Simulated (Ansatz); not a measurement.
Sn, response to strain

The parent structure is Sn in the diamond structure (space group Fd-3m, No. 227; relaxed with 0.1 eV smearing).

```xyz
2
Lattice="0.0000 3.2372 3.2372 3.2372 0.0000 3.2372 3.2372 3.2372 0.0000" Properties=species:S:1:pos:R:3 pbc="T T T"
Sn     0.0000     0.0000     0.0000
Sn     1.6186     1.6186     1.6186
```

Strains are applied to the cell and any free atomic positions relax.

Calculations: LDA/PAW in Ansatz (a first-principles code), no SOC.

Notes on the quantities. energy relative to the base: free energy F.

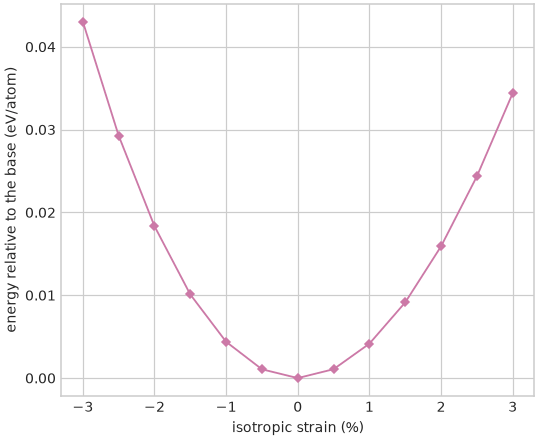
Figure: Energy relative to the base against isotropic strain

| isotropic strain (%) | energy relative to the base |
|---|---|
| -3 | +43 meV/atom |
| -2.5 | +29 meV/atom |
| -2 | +18 meV/atom |
| -1.5 | +10 meV/atom |
| -1 | +4.4 meV/atom |
| -0.5 | +1.1 meV/atom |
| 0.5 | +1.1 meV/atom |
| 1 | +4.2 meV/atom |
| 1.5 | +9.1 meV/atom |
| 2 | +16 meV/atom |
| 2.5 | +24 meV/atom |
| 3 | +34 meV/atom |

Whether these cells are dynamically stable was not tested.
